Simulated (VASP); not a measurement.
Band structure of LaNi2P2 (space group I4/mmm). Method: PBEsol GGA, VASP's PBE PAW potentials (set 64) (plane waves; VASP 6.6.1).

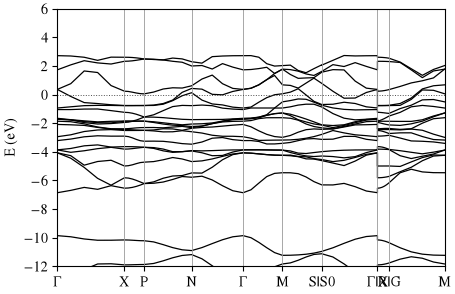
Figure: Bands along high-symmetry lines, zero at the valence-band maximum or, without a gap, the Fermi level

**Question.** Read the plot: is there a gap, and where are the band edges?

**Answer.** It has no gap at this level: it comes out as a metal or semimetal.

The structure comes from a computed database's LaNi2P2 entry (I4/mmm); how it stands against other phases isn't given here. The cell was not relaxed at this level. The run is not spin-polarised, so no magnetic state was tried. The electron count is odd and the run is not spin-polarised, which forces a metal.
